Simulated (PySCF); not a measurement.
Ge(H)(Cl)(OH)2, H3ClGeO2, SMILES [OH][GeH]([OH])[Cl] at its B3LYP/def2-SVP optimised geometry (Å):

```
7

Ge    -0.1947    -0.9197     0.0000
O     -0.6994    -1.7532     1.4695
O     -0.9264     0.6956     0.0000
Cl    -0.9465    -1.9230    -1.7851
H      1.3319    -0.9197     0.0000
H     -1.6404    -1.6419     1.6660
H     -1.3319     0.9197    -0.8492
```

Level of theory: PySCF 2.14.0 with B3LYP/def2-TZVP. Cells within 0.4 Å of a nucleus heavier than hydrogen are left out (blank, or x).

Map of the log10 of the electron density (e/bohr³), floored at −4 on the plane z = 0.0 Å:

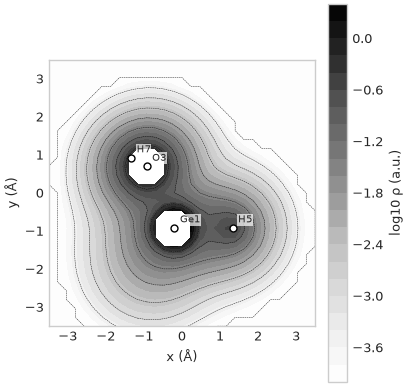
*Log10 of the electron density (e/bohr³), floored at −4 on the plane z = 0.0 Å.*
